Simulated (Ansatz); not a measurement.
**Si2NH5F (SMILES F[SiH2]N[SiH2]): USVWN5/6-31G(d) (spherical functions)**

Aim: the vertical doublet–quartet gap of Si2NH5F at USVWN5/6-31G* (spherical functions), from 2 runs. 

The results are computed with Ansatz 0.2.0.

74 further runs of the same task are left out: 74 set aside as unsound or not needed.

## Step 1: The molecule

Si2NH5F: 9 atoms, total charge 0, spin state doublet. As SMILES, `F[SiH2]N[SiH2]`. Geometry: relaxed at PBE0-D4/def2-TZVP. This is one conformer, not always the lowest.

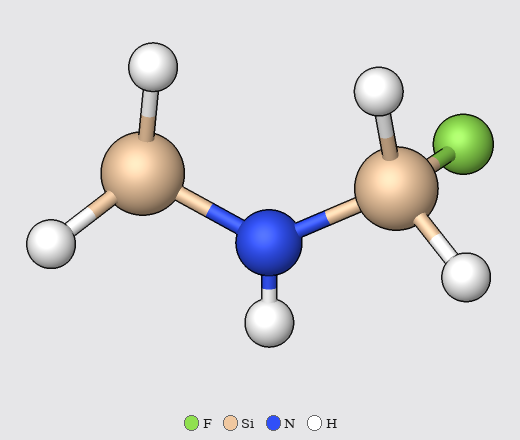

The structure, seen from a chosen angle (fluorine green, silicon light orange, nitrogen blue, hydrogen white).

## Step 2: A single-point energy at USVWN5/6-31G(d) (spherical functions)

input.yaml reads:

```yaml
crystal:
  periodic: [false, false, false]
  atoms:
    - {symbol: F, position_ang: [-1.778200, 1.208900, -1.181800]}
    - {symbol: Si, position_ang: [-0.288000, 1.123600, -0.604900]}
    - {symbol: N, position_ang: [0.241500, -0.491400, -0.403000]}
    - {symbol: Si, position_ang: [0.023600, -1.533600, 0.967900]}
    - {symbol: H, position_ang: [0.576300, 1.799100, -1.598800]}
    - {symbol: H, position_ang: [-0.302800, 1.779800, 0.718800]}
    - {symbol: H, position_ang: [0.600400, -0.942200, -1.234500]}
    - {symbol: H, position_ang: [-0.246300, -0.650000, 2.136200]}
    - {symbol: H, position_ang: [1.261800, -2.340700, 1.182700]}
basis:
  gaussian:
    orbitals: 6-31G_st_-spherical.json
magnetization:
  spin_polarized: true
  initial_magnetization: 1
hamiltonian:
  xc: {name: SVWN5}
accuracy: high
output:
  orbitals: {seedname: orbitals}
```

The basis set 6-31G* is read from a file made from the Basis Set Exchange's data (not shown).

Command:

```bash
$ ansatz run input.yaml --threads 1 --pin off --max-ram 3480MiB --events-out events.jsonl --progress --plain --runs-dir runs
```

The program printed:

```text
Warning: RAYON_NUM_THREADS=1 ignored (pool sized by the plan → 1); use --threads N
Functional definition: SVWN5
  name "SVWN5"
  exchange = slater_x
  correlation = vwn5_c
1686 factors; integrals over basis functions are off by at most 3.6e-9 eV
mean field evaluation 1: about -19941.1188 eV, gradient 4.8e1 eV
mean field evaluation 2: about -19899.3182 eV, gradient 9.4e1 eV
mean field evaluation 4: about -19949.7311 eV, gradient 1.0e1 eV
mean field evaluation 8: about -19950.0717 eV, gradient 4.3e-1 eV
mean field evaluation 16: about -19950.0728 eV, gradient 1.4e-4 eV
mean field -19950.07282166 eV, -733.1516535511 hartree, gradient 5.3e-8 eV, S^2 0.750829; 0 other end points of the search recorded, 0 dependent functions left out
reference -19950.07282551 eV, -733.1516536924 hartree; 25, 24 occupied and 49, 50 virtual orbitals, 1686 factors
Total energy: -19950.07282551 eV, -733.1516536924 hartree
```

It took 5.4 s on 1 thread of Arm Neoverse V2, shared host; peak memory 0.23 GiB.

## Step 3: The quartet, same level

run.yaml reads:

```yaml
crystal:
  periodic: [false, false, false]
  atoms:
    - {symbol: F, position_ang: [-1.778200, 1.208900, -1.181800]}
    - {symbol: Si, position_ang: [-0.288000, 1.123600, -0.604900]}
    - {symbol: N, position_ang: [0.241500, -0.491400, -0.403000]}
    - {symbol: Si, position_ang: [0.023600, -1.533600, 0.967900]}
    - {symbol: H, position_ang: [0.576300, 1.799100, -1.598800]}
    - {symbol: H, position_ang: [-0.302800, 1.779800, 0.718800]}
    - {symbol: H, position_ang: [0.600400, -0.942200, -1.234500]}
    - {symbol: H, position_ang: [-0.246300, -0.650000, 2.136200]}
    - {symbol: H, position_ang: [1.261800, -2.340700, 1.182700]}
basis:
  gaussian: {orbitals: 6-31G_st_-spherical.json}
magnetization: {spin_polarized: true, initial_magnetization: 3}
accuracy: high
hamiltonian: {xc: {name: SVWN5}}
output: {orbitals: {seedname: orbitals}}
```

The basis set 6-31G* is read from a file made from the Basis Set Exchange's data (not shown).

Command:

```bash
$ ansatz run run.yaml --threads 1 --pin off --max-ram 3480MiB --events-out events.jsonl --progress --plain --runs-dir runs
```

The program printed:

```text
Warning: RAYON_NUM_THREADS=1 ignored (pool sized by the plan → 1); use --threads N
Functional definition: SVWN5
  name "SVWN5"
  exchange = slater_x
  correlation = vwn5_c
1685 factors; integrals over basis functions are off by at most 3.8e-9 eV
mean field evaluation 1: about -19931.2670 eV, gradient 5.1e1 eV
mean field evaluation 2: about -19858.0547 eV, gradient 1.1e2 eV
mean field evaluation 4: about -19935.5672 eV, gradient 3.4e1 eV
mean field evaluation 8: about -19943.2495 eV, gradient 2.5e0 eV
mean field evaluation 16: about -19943.2744 eV, gradient 1.4e-2 eV
mean field evaluation 32: about -19941.6581 eV, gradient 1.1e1 eV
mean field evaluation 64: about -19942.2619 eV, gradient 4.3e0 eV
mean field -19943.27441511 eV, -732.9018167185 hartree, gradient 6.3e-8 eV, S^2 3.752046; 8 other end points of the search recorded, 0 dependent functions left out
reference -19943.27441891 eV, -732.9018168579 hartree; 26, 23 occupied and 48, 51 virtual orbitals, 1685 factors
Total energy: -19943.27441891 eV, -732.9018168579 hartree
```

Wall time 9.6 s (1 thread of Arm Neoverse V2, shared host); peak memory 0.23 GiB.

## Step 4: Outcome

Level: USVWN5/6-31G* (spherical functions).

| quantity | value |
| --- | --- |
| doublet: total energy | -733.15165 Eh |
| doublet: HOMO energy (highest over α and β) | -4.46 eV |
| doublet: LUMO energy (lowest over α and β) | -3.32 eV |
| doublet: ⟨S²⟩ | 0.751 |
| quartet: total energy | -732.90182 Eh |
| quartet: HOMO energy (highest over α and β) | -1.37 eV |
| quartet: ⟨S²⟩ | 3.752 |
| vertical energy of the quartet above the doublet | 6.798 eV |

**Reading.** At this shape the quartet lies 6.80 eV (157 kcal/mol) above the doublet.
